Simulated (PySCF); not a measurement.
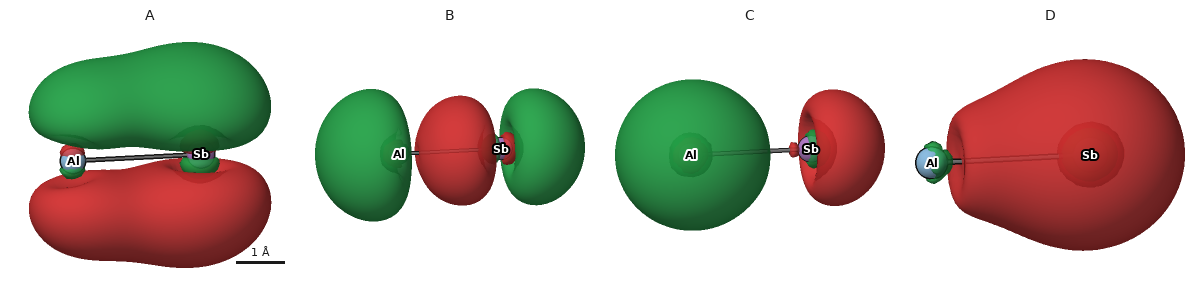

Figure 1: AlSb (triplet). Four frontier β-spin orbitals, each drawn at the value that holds 80 % of its norm (green and red are the two phases), in no order; of a degenerate pair one member is drawn.

Core potentials replace the inner electrons of Sb.

These are results of PySCF, PBE0/cc-pVDZ(-PP), non-relativistic Hamiltonian with scalar-relativistic core potentials where named, at a bond length of 2.766 Å, not measurements.

Question: Label each orbital by symmetry, say whether it is occupied, and order them by energy.

Answer: Orbital D: σ, occupied in this spin, −13.26 eV; mainly on Sb (85 %).
Orbital C: σ, occupied in this spin, −8.74 eV; mainly on Al (70 %).
Orbital B: σ, occupied in this spin, −5.12 eV; shared between the atoms (Al 50 %, Sb 50 %).
Orbital A: π, empty in this spin, −3.21 eV; bonding, with no node between the atoms.
